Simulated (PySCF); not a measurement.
**[La(H2CO)]2+: structure and properties**

What shape and bonds does [La(H2CO)]2+ have? It is relaxed from a template within its point group. The species was built from a template and needn't be a known compound.

Program: PySCF 2.14.0. Level of theory: PBE0, La lcecp-0-SVP with ECP47, O def2-SVP, C def2-SVP, H def2-SVP; scalar-relativistic core potentials, no spin–orbit coupling. These are calculated values, not measurements.

1 further run of the same task is left out (for a known fault of the program).

### Step 1. The system as given

5 atoms, charge 2, spin multiplicity 1.

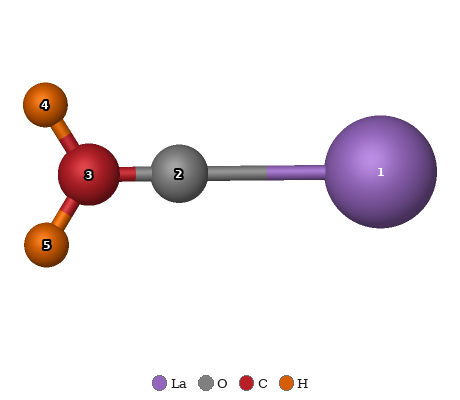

As it starts; lanthanum purple, oxygen grey, carbon red, hydrogen orange; atoms are numbered from 1 in the order of the file.

Geometry (Å):

```
La    0.0000    0.0000    0.0000
O     0.0000    0.0000    2.7200
C     0.0000    0.0000    3.9400
H     0.9400    0.0000    4.5200
H    -0.9400    0.0000    4.5200
```

Formal oxidation states: La +2. Each metal's 1 4f electrons lie in its core potential, so multiplicities, spins and levels count the valence alone. For divalent La, Ce, Gd or Lu the extra electron is normally 5d or 6s, so this core forces an excited configuration.

### Step 2. SCF at the start, singlet

run.py (the lines that set the calculation)

```python
mol = gto.M(atom='''
La     0.00000     0.00000     0.00000
O      0.00000     0.00000     2.72000
C      0.00000     0.00000     3.94000
H      0.94000     0.00000     4.52000
H     -0.94000     0.00000     4.52000''',
    basis={'La': 'lcecp-0-SVP', 'O': 'def2-SVP', 'C': 'def2-SVP', 'H': 'def2-SVP'},
    ecp={'La': 'lcecp-0-SVP'},
    charge=2, spin=0)
mf = dft.RKS(mol, xc='PBE0')
mf.grids.atom_grid = (50, 194)  # f atoms: unpruned, at least (60, 302)
mf = mf.density_fit()  # fitting sets: La AutoAux, O def2-universal-JKFIT, C def2-universal-JKFIT, H def2-universal-JKFIT
mf.conv_tol = 1e-08; mf.max_cycle = 55
mf.kernel(dm0)  # dm0: free metal ions and neutral atoms
```

The run is started by

```sh
OMP_NUM_THREADS=2 python run.py
```

Output:

```text
init E= -139.933412626561
cycle= 1 E= -139.663084693564  delta_E= 0.27  |g|= 0.893  |ddm|=  1.9
cycle= 2 E= -138.955403024119  delta_E= 0.708  |g|= 2.02  |ddm|= 1.92
cycle= 3 E= -139.832712474318  delta_E= -0.877  |g|= 0.0526  |ddm|=  1.4
cycle= 4 E= -139.833183084784  delta_E= -0.000471  |g|= 0.0232  |ddm|= 0.06
cycle= 5 E= -139.833294747432  delta_E= -0.000112  |g|= 0.0059  |ddm|= 0.0228
cycle= 6 E= -139.833303463636  delta_E= -8.72e-06  |g|= 0.0011  |ddm|= 0.00545
cycle= 7 E= -139.833303721964  delta_E= -2.58e-07  |g|= 0.000158  |ddm|= 0.00101
cycle= 8 E= -139.833303727092  delta_E= -5.13e-09  |g|= 2.59e-05  |ddm|= 0.000128
Extra cycle  E= -139.833303726878  delta_E= 2.14e-10  |g|= 4.37e-05  |ddm|= 5.69e-05
converged SCF energy = -139.833303726878
```

Run time: 1.6 s. Hardware: 2 threads of AMD EPYC 9R14 (Zen 4), shared host; peak memory 0.38 GiB.

Result: E = -139.833304 Eh, frontier levels not given, since the 4f levels lie in the core, Mulliken charge on La1 +1.82 e. 

### Step 3. Relaxation, singlet

Steps are kept in the start's point group, C2v.

run.py (the lines that set the calculation)

```python
mol = gto.M(atom='''
La     0.00000     0.00000    -0.59140
O      0.00000     0.00000     2.12860
C      0.00000     0.00000     3.34860
H      0.94000     0.00000     3.92860
H     -0.94000     0.00000     3.92860''',
    basis={'La': 'lcecp-0-SVP', 'O': 'def2-SVP', 'C': 'def2-SVP', 'H': 'def2-SVP'},
    ecp={'La': 'lcecp-0-SVP'},
    charge=2, spin=0)
mf = dft.RKS(mol, xc='PBE0')
mf.grids.atom_grid = (50, 194)  # f atoms: unpruned, at least (60, 302)
mf = mf.density_fit()  # fitting sets: La AutoAux, O def2-universal-JKFIT, C def2-universal-JKFIT, H def2-universal-JKFIT
mf.conv_tol = 1e-08; mf.max_cycle = 55
mf.kernel(dm0)  # dm0: an SCF of this state at this start
# quasi-Newton relaxation in Cartesian coordinates to a largest gradient under 0.00045 Eh/bohr, steps kept in the point group
```

The run is started by

```sh
OMP_NUM_THREADS=2 python run.py
```

The driver keeps no SCF log for this step, only its results.

Run time: 12 s. Hardware: 2 threads of AMD EPYC 9R14 (Zen 4), shared host.

Along the way:

```tsv
step	energy from step 1 (eV)	largest force component (eV/Å)
1	0.0000	1.1530
2	-0.0594	0.8881
3	-0.1394	0.6642
4	-0.1607	0.2140
5	-0.1643	0.0571
6	-0.1644	0.0114
7	-0.1644	0.0045
```

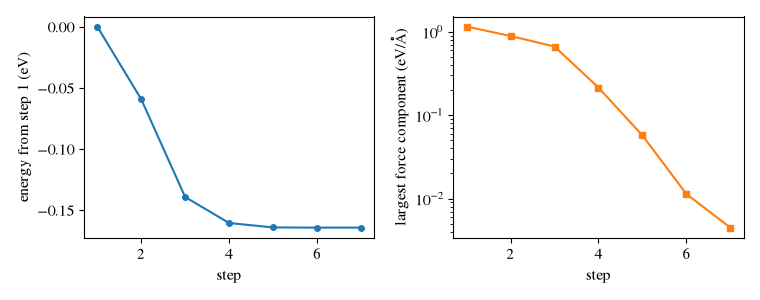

Energy and largest force along the relaxation.

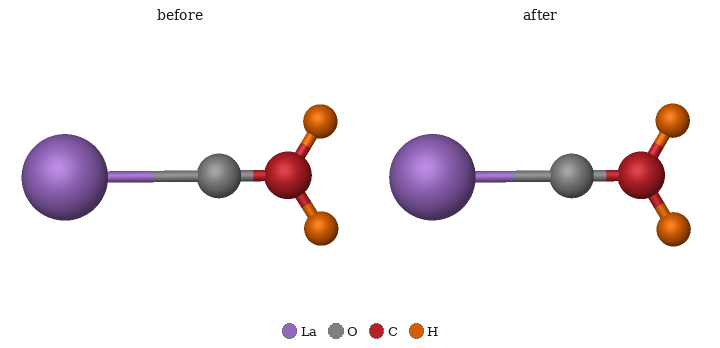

Before and after, at one scale.

Distances of close pairs at the start and the end, largest changes first:

```tsv
bond	before (Å)	after (Å)	change (Å)
La1–O2	2.720	2.457	-0.263
O2–C3	1.220	1.228	+0.008
C3–H4	1.105	1.108	+0.004
C3–H5	1.105	1.108	+0.004
```

It ends in C2v at E = -139.839347 Eh.

```xyz
5

La    0.00000    0.00000   -0.38013
O     0.00000    0.00000    2.07730
C     0.00000    0.00000    3.30542
H     0.95340    0.00000    3.87021
H    -0.95340    0.00000    3.87021
```

### Step 4. The relaxed geometry turned into its symmetry frame

run.py (the lines that set the calculation)

```python
mol = gto.M(atom='''
La     0.00000     0.00000    -0.54524
O      0.00000     0.00000     1.91220
C      0.00000     0.00000     3.14032
H      0.95340     0.00000     3.70510
H     -0.95340     0.00000     3.70510''',
    basis={'La': 'lcecp-0-SVP', 'O': 'def2-SVP', 'C': 'def2-SVP', 'H': 'def2-SVP'},
    ecp={'La': 'lcecp-0-SVP'},
    charge=2, spin=0)
mf = dft.RKS(mol, xc='PBE0')
mf.grids.atom_grid = (50, 194)  # f atoms: unpruned, at least (60, 302)
mf = mf.density_fit()  # fitting sets: La AutoAux, O def2-universal-JKFIT, C def2-universal-JKFIT, H def2-universal-JKFIT
mf.conv_tol = 1e-08; mf.max_cycle = 55
mf.kernel(dm0)  # dm0: free metal ions and neutral atoms
```

The run is started by

```sh
OMP_NUM_THREADS=2 python run.py
```

Output:

```text
init E= -139.931983745305
cycle= 1 E= -139.656411324936  delta_E= 0.276  |g|= 0.928  |ddm|= 1.94
cycle= 2 E= -138.939556569059  delta_E= 0.717  |g|= 2.05  |ddm|= 1.94
cycle= 3 E= -139.838791106426  delta_E= -0.899  |g|= 0.0513  |ddm|=  1.4
cycle= 4 E= -139.839300012748  delta_E= -0.000509  |g|= 0.0155  |ddm|= 0.0504
cycle= 5 E= -139.839340806139  delta_E= -4.08e-05  |g|= 0.00496  |ddm|= 0.0139
cycle= 6 E= -139.83934691904  delta_E= -6.11e-06  |g|= 0.000999  |ddm|= 0.00474
cycle= 7 E= -139.839347136049  delta_E= -2.17e-07  |g|= 0.000147  |ddm|= 0.00092
cycle= 8 E= -139.839347140368  delta_E= -4.32e-09  |g|= 3.42e-05  |ddm|= 0.000119
Extra cycle  E= -139.839347139911  delta_E= 4.56e-10  |g|= 6.05e-05  |ddm|= 7.37e-05
converged SCF energy = -139.839347139911
```

Run time: 0.6 s. Hardware: 2 threads of AMD EPYC 9R14 (Zen 4), shared host.

Result: E = -139.839347 Eh, frontier levels not given, since the 4f levels lie in the core, Mulliken charge on La1 +1.78 e. 

### Step 5. Harmonic vibrations

Edit run.py (the lines that set the calculation) of step 4 so:

```diff
@@ -12,3 +12,4 @@
 mf = mf.density_fit()  # fitting sets: La AutoAux, O def2-universal-JKFIT, C def2-universal-JKFIT, H def2-universal-JKFIT
-mf.conv_tol = 1e-08; mf.max_cycle = 55
-mf.kernel(dm0)  # dm0: free metal ions and neutral atoms
+mf.conv_tol = 1e-10; mf.max_cycle = 55
+mf.kernel(dm0)  # dm0: the density of the relaxed state
+# Hessian and dipole derivatives by central differences of gradients, 0.02 bohr
```

The run is started by

```sh
OMP_NUM_THREADS=2 python run.py
```

No log is kept here; the results follow.

It took 25 s on 2 threads of AMD EPYC 9R14 (Zen 4), shared host.

Point group C2v; negative numbers are unstable modes, and those under 60 cm⁻¹ are near the numerical noise:

```tsv
cm⁻¹	km/mol	symmetry
171	40.2	b2
194	44.0	b1
275	31.6	a1
1239	15.7	b2
1247	4.2	b1
1506	73.5	a1
1765	343.9	a1
3043	1.0	a1
3177	1.6	b2
```

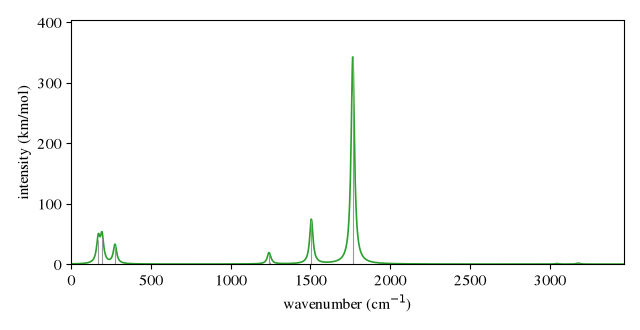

The infrared spectrum from the harmonic lines. Lines are broadened to a width of 25 cm⁻¹ (Lorentzian).

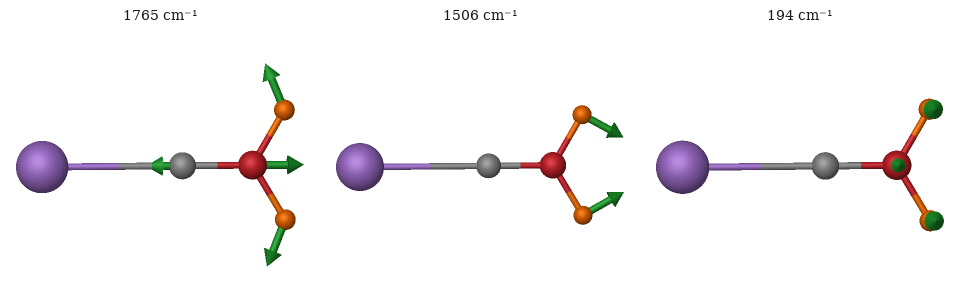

How the atoms move in 3 of the modes.

### Step 6. Properties on a finer grid

run.py (the lines that set the calculation)

```python
mol = gto.M(atom='''
La     0.00000     0.00000    -0.38013
O      0.00000     0.00000     2.07730
C      0.00000     0.00000     3.30542
H      0.95340     0.00000     3.87021
H     -0.95340     0.00000     3.87021''',
    basis={'La': 'lcecp-0-SVP', 'O': 'def2-SVP', 'C': 'def2-SVP', 'H': 'def2-SVP'},
    ecp={'La': 'lcecp-0-SVP'},
    charge=2, spin=0)
mf = dft.RKS(mol, xc='PBE0')
mf.grids.atom_grid = (75, 302)  # f atoms: unpruned, at least (60, 302)
mf = mf.density_fit()  # fitting sets: La AutoAux, O def2-universal-JKFIT, C def2-universal-JKFIT, H def2-universal-JKFIT
mf.conv_tol = 1e-09; mf.max_cycle = 55
mf.kernel(dm0)  # dm0: the density of the relaxed state
```

The run is started by

```sh
OMP_NUM_THREADS=2 python run.py
```

Output:

```text
init E= -139.839339898452
cycle= 1 E= -139.839339899032  delta_E= -5.8e-10  |g|= 1.37e-05  |ddm|= 0.000102
Extra cycle  E= -139.839339898959  delta_E= 7.3e-11  |g|= 2.41e-05  |ddm|= 2.39e-05
converged SCF energy = -139.839339898959
```

Run time: 4.4 s. Hardware: 2 threads of AMD EPYC 9R14 (Zen 4), shared host.

Read off: E = -139.839340 Eh, frontier levels not given, since the 4f levels lie in the core, Mulliken charge on La1 +1.78 e, largest force component 0.004 eV/Å. 

Löwdin charges:

```tsv
atom	value (e)
La1	1.69
O2	-0.19
C3	0.35
H4	0.07
H5	0.07
```

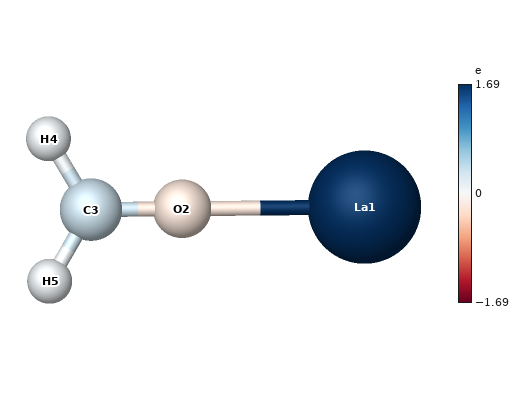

Löwdin charges, as colours on the atoms.

Mulliken charges: La1 +1.78, O2 -0.40, C3 +0.29, H4 +0.17, H5 +0.17 e.

Contacts (the nearest donor of each ligand) and Mayer bond orders:

```tsv
contact	distance (Å)	bond order
La1–O2 (H2CO)	2.457	0.36
```

Mulliken populations of La1 outside the core potential: s 2.02, p 6.03, d 0.16, f 0.01.

### Step 7. What came out

| quantity | value |
| --- | --- |
| state and point group | singlet in the valence, C2v |
| modes | 171 to 3177 cm⁻¹, none unstable |
| strongest infrared band (modes within 1.5 cm⁻¹ summed) | 1765 cm⁻¹ (344 km/mol) |
| zero-point energy | 0.782 eV |
| ideal gas, 298 K, 1 bar | S = 295.9, Cp = 58.0 J/(mol K) |
| metal–ligand contacts | 2.46 Å |
| frontier levels | frontier levels not given, since the 4f levels lie in the core |
| dipole about the centre of mass | 1.51 D |
| mean polarisability | 4.1 Å³ |

All modes are real, so the structure is a minimum. The metal carries +1.69 e by Löwdin's partition against a formal +2, and bond orders to the nearest donors reach 0.36. Both measures hang on the basis. One start shape was tried, so another isomer may lie lower. These are double-zeta-type bases without diffuse functions. Spin–orbit coupling is left out.
